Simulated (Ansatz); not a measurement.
Frequency calculation, with input and output: C2H4FGa

C2H4FGa, SMILES C=[CH][GaH][F], computed with PBE/def2-SVP, RKS (Ansatz 0.2.0).

The geometry was optimised with PBE/def2-SVP. Figures and captions count atoms from 1; the log counts them from 0 in places.

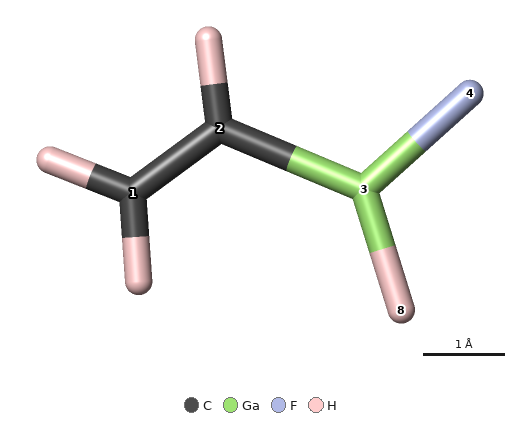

**Figure 1.** The input geometry (stick view, seen on its broad side; atoms are numbered from 1 in the order of the input). Sticks mark near contacts. Bond lengths as drawn: C–C 1.35 Å, C–Ga 1.95 Å, C–H 1.11 Å, F–Ga 1.78 Å and Ga–H 1.57 Å.

**Input**
```yaml
crystal:
  periodic: [false, false, false]
  atoms:
    - symbol: C
      position_ang: [-0.848470, 1.188596, 0.062539]
    - symbol: C
      position_ang: [0.345631, 0.571648, -0.067002]
    - symbol: Ga
      position_ang: [0.488829, -1.372948, -0.008787]
    - symbol: F
      position_ang: [2.131880, -2.027479, -0.197495]
    - symbol: H
      position_ang: [-1.789509, 0.627084, 0.205865]
    - symbol: H
      position_ang: [-0.952499, 2.288927, 0.032660]
    - symbol: H
      position_ang: [1.252933, 1.186461, -0.208110]
    - symbol: H
      position_ang: [-0.628897, -2.462489, 0.180430]
basis:
  gaussian: {orbitals: def2-SVP}
hamiltonian: {xc: pbe}
phonons: {temperatures: {t_min: 298.15, t_max: 298.15, t_step: 1}}
```

Launch command:
```bash
ansatz run molecule.yaml --threads 1 --pin off --max-ram 3480MiB --events-out events.jsonl --progress --plain --runs-dir runs
```

**Output**
```
Functional definition: PBE
  name "PBE"
  parameter kappa = 0.804
  parameter beta = 0.06672455060314922
  exchange = pbe_x(kappa = kappa, mu = beta*pi^2/3)
  correlation = pbe_c(beta = beta)
1051 factors; their error is unknown
mean field evaluation 1: about -57200.7500 eV, gradient 6.7e1 eV
mean field evaluation 2: about -57165.2305 eV, gradient 1.4e2 eV
mean field evaluation 4: about -57209.9398 eV, gradient 1.5e1 eV
mean field evaluation 8: about -57210.4105 eV, gradient 2.5e-1 eV
mean field evaluation 16: about -57210.3507 eV, gradient 3.4e-4 eV
mean field -57210.35067709 eV, -2102.4416088145 hartree, gradient 1.8e-5 eV, S^2 0.000000; 0 other end points of the search recorded, 0 dependent functions left out
the calculation of the forces begins
reference -57210.35071490 eV, -2102.4416102040 hartree; 28, 28 occupied and 66, 66 virtual orbitals, 1051 factors
these checks for a lower state are left out or cut short: stability, starts, cluster_reference, orbital_swaps, neighbouring_geometries, increment
1051 factors; their error is unknown
mean field -57210.35045275 eV, -2102.4416005702 hartree, gradient 9.2e-7 eV, S^2 0.000000; 0 other end points of the search recorded, 0 dependent functions left out
[... from here on the field's lines of each further geometry are left out, up to the last ...]
the calculation of the forces begins
reference -57210.35071157 eV, -2102.4416100818 hartree; 28, 28 occupied and 66, 66 virtual orbitals, 1051 factors
these checks for a lower state are left out or cut short: stability, starts, cluster_reference, orbital_swaps, neighbouring_geometries, increment
1051 factors; their error is unknown
mean field -57210.35067506 eV, -2102.4416087398 hartree, gradient 1.1e-6 eV, S^2 0.000000; 0 other end points of the search recorded, 0 dependent functions left out
the calculation of the forces begins
reference -57210.35071287 eV, -2102.4416101294 hartree; 28, 28 occupied and 66, 66 virtual orbitals, 1051 factors
Total energy: -57210.35071490 eV, -2102.4416102040 hartree
Atom 0 at    -0.848470     1.188596     0.062539 Å, force     0.000531     0.000163     0.000189 eV/Å
Atom 1 at     0.345631     0.571648    -0.067002 Å, force    -0.000021     0.000116     0.000120 eV/Å
Atom 2 at     0.488829    -1.372948    -0.008787 Å, force     0.000594    -0.000158     0.000021 eV/Å
Atom 3 at     2.131880    -2.027479    -0.197495 Å, force    -0.000523     0.000574     0.000163 eV/Å
Atom 4 at    -1.789509     0.627084     0.205865 Å, force    -0.000461     0.000276     0.000213 eV/Å
Atom 5 at    -0.952499     2.288927     0.032660 Å, force     0.000149    -0.000225    -0.000274 eV/Å
Atom 6 at     1.252933     1.186461    -0.208110 Å, force    -0.000172    -0.000152    -0.000176 eV/Å
Atom 7 at    -0.628897    -2.462489     0.180430 Å, force    -0.000098    -0.000595    -0.000257 eV/Å
Dipole moment:    -0.422648     0.354581     0.041107 e Å
Vibrations: 76.64 112.49 274.14 395.44 507.77 553.67 610.42 669.36 958.03 962.25 1012.57 1210.78 1370.16 1601.86 1936.45 3036.79 3081.59 3125.21 cm⁻¹, zero-point energy 1.332558 eV
```

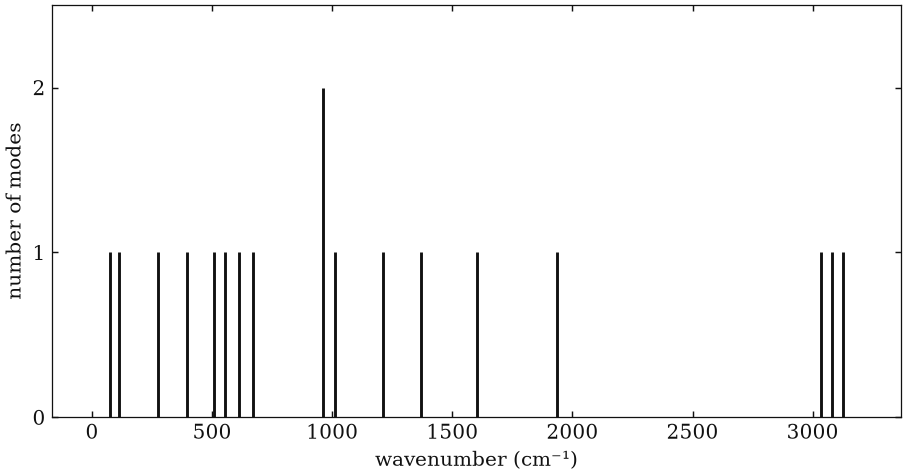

**Figure 2.** Harmonic vibrational wavenumbers from the force constants; neighbouring modes closer than 14 cm⁻¹ are counted in one stick. 18 modes from 77 to 3125 cm⁻¹, none imaginary.

**Key numbers**

```json
{"quantity": "outcome", "value": "converged"}
{"quantity": "total energy", "value": "−2102.441610 hartree"}
{"quantity": "basis functions", "value": "94"}
{"quantity": "largest force", "value": "0.001 eV/Å"}
{"quantity": "zero-point energy", "value": "0.048971 hartree"}
{"quantity": "dipole moment", "value": "2.66 D"}
{"quantity": "wavenumbers, lowest and highest", "value": "77 and 3125 cm⁻¹"}
{"quantity": "hardware", "value": "1 thread of Arm Neoverse V1, 24 GiB of memory available, shared host"}
{"quantity": "wall time", "value": "86 s"}
{"quantity": "peak memory", "value": "0.12 GiB"}
```
